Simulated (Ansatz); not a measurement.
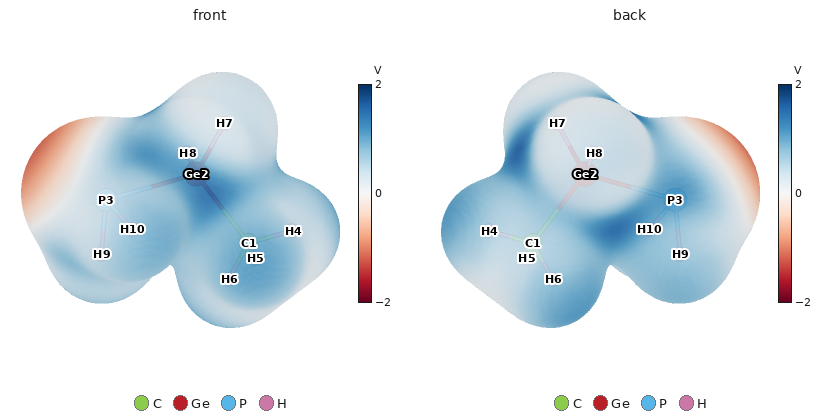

CH7GeP (SMILES [CH3][GeH2][PH2]). The molecular electrostatic potential painted on the density surface at 0.004 e/bohr³, seen from the front and from behind; red is negative and blue positive.

Not at a stationary point (largest force 0.9 eV/Å).

These are results of Ansatz 0.2.0, SCF cam_b3lyp, Gaussian basis, not measurements.

Input file:

```
crystal:
  periodic: [false, false, false]
  atoms:
    - { symbol: C, position_ang: [-1.1362, 0.7083, 0.0487] }
    - { symbol: Ge, position_ang: [-0.0793, -0.9164, 0.2002] }
    - { symbol: P, position_ang: [2.1058, -0.4416, -0.2677] }
    - { symbol: H, position_ang: [-2.198, 0.4809, 0.2753] }
    - { symbol: H, position_ang: [-0.7569, 1.4632, 0.7676] }
    - { symbol: H, position_ang: [-1.0543, 1.1065, -0.9835] }
    - { symbol: H, position_ang: [-0.191, -1.4713, 1.6429] }
    - { symbol: H, position_ang: [-0.6069, -1.9703, -0.8063] }
    - { symbol: H, position_ang: [1.7836, 0.3106, -1.4679] }
    - { symbol: H, position_ang: [2.1333, 0.73, 0.5907] }
basis:
  gaussian:
    orbitals: def2-SVP
hamiltonian:
  xc: cam_b3lyp
output:
  orbitals: {}
  forces: true
```

Run with:

```sh
python ch7gep.py
```

Q: Where is the surface potential most negative and most positive?

A: The most negative region (about −1.1 V) lies over P3, the most positive (about +1.5 V) over Ge2.
